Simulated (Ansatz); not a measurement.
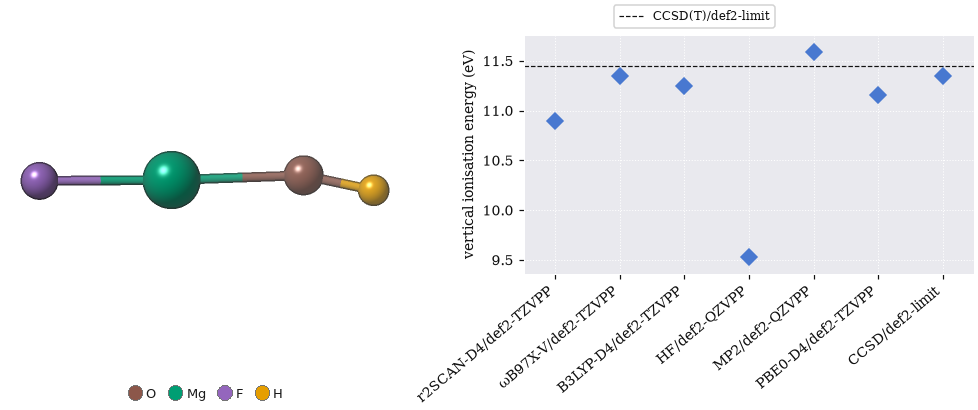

Vertical ionisation energy of MgHOF, SMILES [OH][Mg][F], singlet, taken as the energy of the cation less that of the neutral at fixed geometry (unrestricted doublet cation, cores frozen in correlated methods, no spin-orbit coupling), the Ansatz code 0.2.0, at a PBE0-D4/def2-TZVP geometry (a minimum by its frequencies). Limit means an estimate of the basis limit from triple and quadruple zeta; for coupled cluster it is either extrapolated directly or built as the MP2 limit plus the step from MP2 in triple zeta. The distance of MP2/def2-QZVPP to the limit includes basis error.

Which level comes closest to the line (CCSD(T)/def2-limit), and which misses most?

Answer. Closest CCSD/def2-limit (11.35 eV) and ωB97X-V/def2-TZVPP (11.35 eV), against 11.45 eV; farthest HF/def2-QZVPP (9.53 eV).

What range do the values span, the line included?

Answer. From 9.53 eV (HF/def2-QZVPP) to 11.59 eV (MP2/def2-QZVPP).

Limits of at least one run: outer-core shells are correlated without core-valence functions, which makes the correlated values less sure.
